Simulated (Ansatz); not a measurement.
Cl$_{5}$FW···HBr

The calculation's input:

```
crystal:
  periodic: [false, false, false]
  atoms:
    - { symbol: W, position_ang: [0.0, 0.0, 0.0] }
    - { symbol: Cl, position_ang: [0.0, 0.0, 2.74] }
    - { symbol: Cl, position_ang: [2.39, 0.0, 0.0] }
    - { symbol: Cl, position_ang: [0.0, 2.39, 0.0] }
    - { symbol: Cl, position_ang: [-2.39, 0.0, 0.0] }
    - { symbol: Cl, position_ang: [0.0, -2.39, 0.0] }
    - { symbol: F, position_ang: [0.0, 0.0, -1.85] }
    - { symbol: Br, position_ang: [1.8861, 1.9648, 0.905] }
    - { symbol: H, position_ang: [1.0602, 1.1044, 2.2512] }
basis:
  gaussian: { orbitals: def2-SVP }
hamiltonian:
  xc: pbe
relax:
  f_tol: 0.15
  max_steps: 25
  restrain:
    - { distance: [0, 7], at: 3.77, k: 30.0 }
    - { distance: [8, 1], at: 2.57, k: 30.0 }
    - { distance: [0, 1], at: 2.39, k: 30.0 }
    - { distance: [8, 7], at: 1.55, k: 30.0 }
output:
  orbitals: {}
```

Run with:

```sh
ansatz run input.yaml --threads 4 --pin off --max-ram 5120MiB --backend cpu --events-out ev --progress --plain --runs-dir out
```

The fields are those of the run's last geometry, not of the input's.

Core potentials replace the inner electrons of W; not at a stationary point (largest force 1.8 eV/Å).

Level of theory: Ansatz, RKS PBE/def2-SVP.

Q: Predict the electron density and electron localisation function between the atoms.

A: W–F (1.88 Å): ρ is about 1.1 e/Å³ halfway; the ELF peaks at about 0.85 in the valence shell of F, 0.5 Å from its nucleus, and drops to about 0.20 between the two atoms.
W–Cl (2.30 Å): the density is about 0.68 e/Å³ at the midpoint; the ELF peaks at about 0.85 in the valence shell of Cl, 0.9 Å from its nucleus, and is about 0.35 at the midpoint.
W–Cl (2.37 Å): ρ at the midpoint is about 0.58 e/Å³; the ELF peaks at about 0.85 in the valence shell of Cl, 0.9 Å from its nucleus, and is about 0.35 at the midpoint.

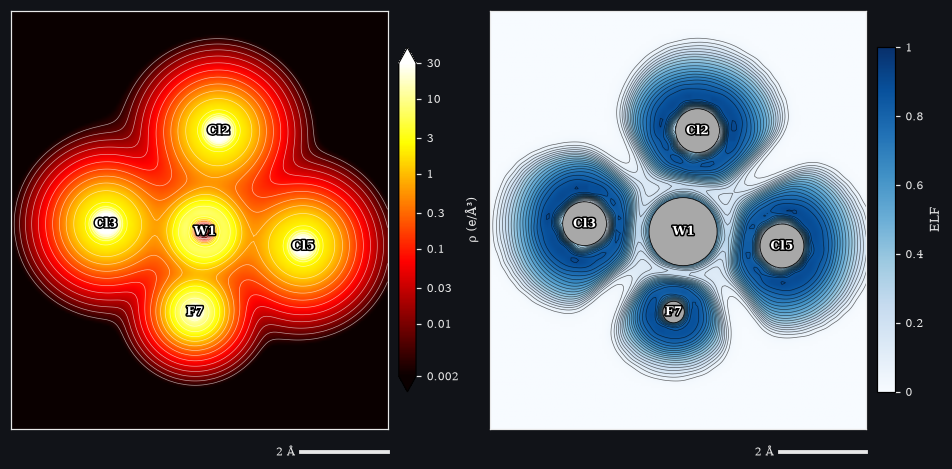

Computed electron density and electron localisation function on the plane of atoms Cl2, W1 and Cl3, in this order. Grey discs cover the atomic cores in the ELF map. 
